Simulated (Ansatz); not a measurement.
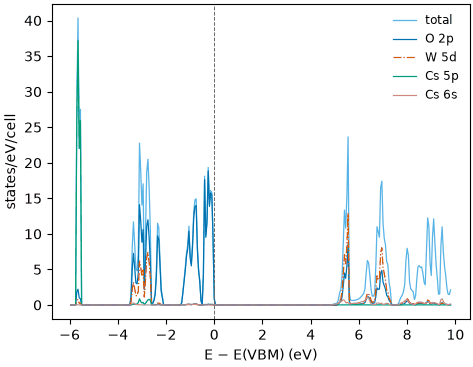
*Total and projected density of states of CsLiWO4 in space group I-4 (No. 82; Cs on 2a, Li on 2c, W on 2b, O on 8g), DFT-PBEsol in the program Ansatz with PAW potentials*

Question: Which orbitals carry the states next to the gap?

Answer: Top 1 eV of the valence band: O 2p 96 %. Bottom 1 eV of the conduction band: W 5d 51 %, O 2p 33 %, Cs 6s 7 %, outside the projected shells 6 %. Projections are on Löwdin-orthogonalised atomic valence shells; empty p or d shells of many metals are not among them.

Question: Where is the tallest occupied peak in this window, and what makes it?

Answer: Near -5.7 eV, about 40 states/eV per cell; the largest projected share is Cs 5p.

The first step of the workflow began from a Materials Project structure, measured or hypothetical; the Crystallography Open Database copy checked does not list it. Its standing as an ambient phase is unchecked. The PBEsol relaxation kept the symmetry of its start; its stability against distortions is not shown here. No spin polarisation was allowed. No Hubbard U is applied. Scalar-relativistic: spin–orbit coupling is off unless named, which matters more the heavier the elements.

Potentials: the later of the program's two PAW sets.
